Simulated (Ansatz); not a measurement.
# CH3BCl (doublet): what the fields show

Input

```
crystal:
  periodic: [false, false, false]
  atoms:
    - {symbol: C, position_ang: [-0.474682, 0.080283, -0.667579]}
    - {symbol: B, position_ang: [0.523927, -0.095092, 0.460799]}
    - {symbol: Cl, position_ang: [-0.016952, 0.052914, 2.124063]}
    - {symbol: H, position_ang: [-1.524570, 0.297094, -0.493604]}
    - {symbol: H, position_ang: [-0.186749, -0.002624, -1.711400]}
    - {symbol: H, position_ang: [1.679027, -0.332574, 0.287724]}
basis:
  gaussian: {orbitals: def2-TZVPP}
magnetization: {spin_polarized: true, initial_magnetization: 1}
hamiltonian: {xc: pbe0, dispersion: d4}
output: {orbitals: {seedname: orbitals}}
```

Run with:

```sh
ansatz run in.yaml --threads 2 --pin off --events-out ev --progress --plain --max-ram 4352MiB
```

Geometry: PBE0-D4/def2-TZVP.

All numbers below come from Ansatz, UKS PBE0-D4/def2-TZVPP.

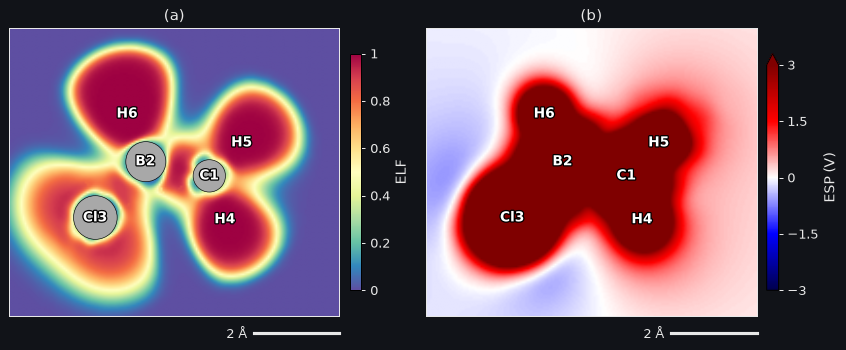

Figure 1. (a) electron localisation function; (b) electrostatic potential on the molecular plane. Grey discs cover the atomic cores in the ELF map.

### Interpret the plot.

- Atoms in the plane: C, B, Cl and H.
- C–B (1.52 Å): the ELF peaks at about 0.95 between the atoms (a covalent bond).
- B–Cl (1.76 Å): the ELF peaks at about 0.90 between the atoms, as expected for a shared but strongly polarised pair.
- C–H (1.09 Å): the ELF climbs to about 1 towards the hydrogen, as it does in any bond to H; an ordinary covalent bond to hydrogen.
- B–H (1.19 Å): the ELF climbs to about 1 towards the hydrogen; an ordinary covalent bond to hydrogen.
- The ELF also peaks beside Cl3, away from the bonds: non-bonding electrons, paired or unpaired.
- Outside the dense part of the molecule the potential is most negative (−0.6 V) near Cl3.

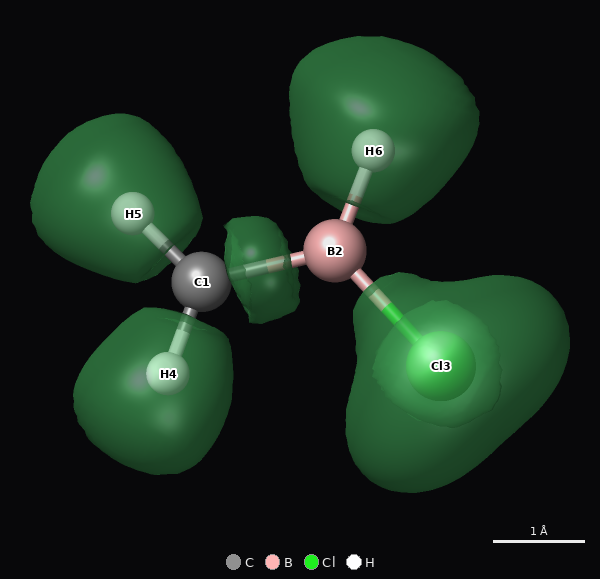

Figure 2. Isosurface of the ELF at 0.75 (green), seen across its widest extent. Core shells and regions of very low density are left out.

### Where are the electrons localised?

The ELF exceeds this value in one region between bonded B–C atoms (shared pairs), three regions around hydrogen nuclei and one region on Cl in which the atom's valence shell and bonds are merged.

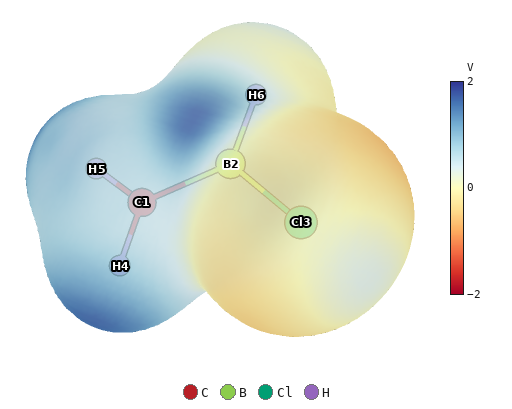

Figure 3. The molecular electrostatic potential painted on the density surface at 0.004 e/bohr³, seen at a tilt; red is negative and blue positive.

### Describe the electrostatic potential map.

The most negative region (about −0.6 V) lies over Cl3, the most positive (about +1.7 V) over B2, H4 and H5. Cl3 shows a σ-hole: about +0.4 V at the tip opposite its bond, against about −0.3 V on its flanks.

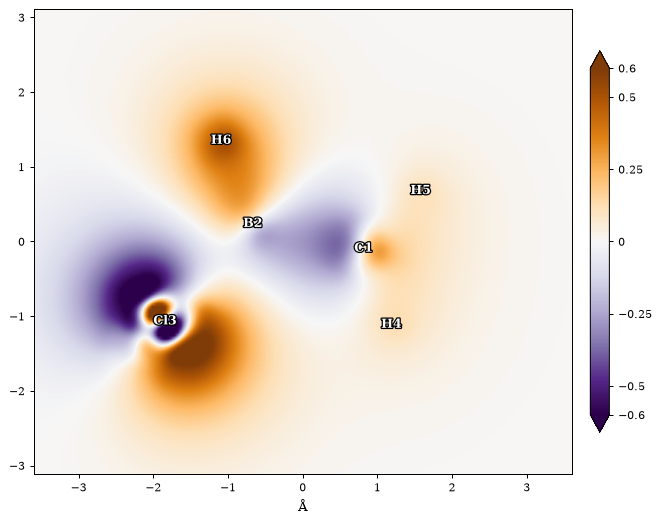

Figure 4. The HOMO−1 (α) on the molecular plane (values in Å⁻³ᐟ²; the overall sign is arbitrary).

### Where does this orbital lie, and at what energy?

By Hirshfeld shares it lies mainly on Cl3 (about 70 %), B2 (about 10 %), H6 (about 10 %) and C1 (about 5 %); it is symmetric in the molecular plane (an in-plane orbital: σ, lone-pair or in-plane π type); largely a lone pair of Cl3. Its energy is −8.61 eV.
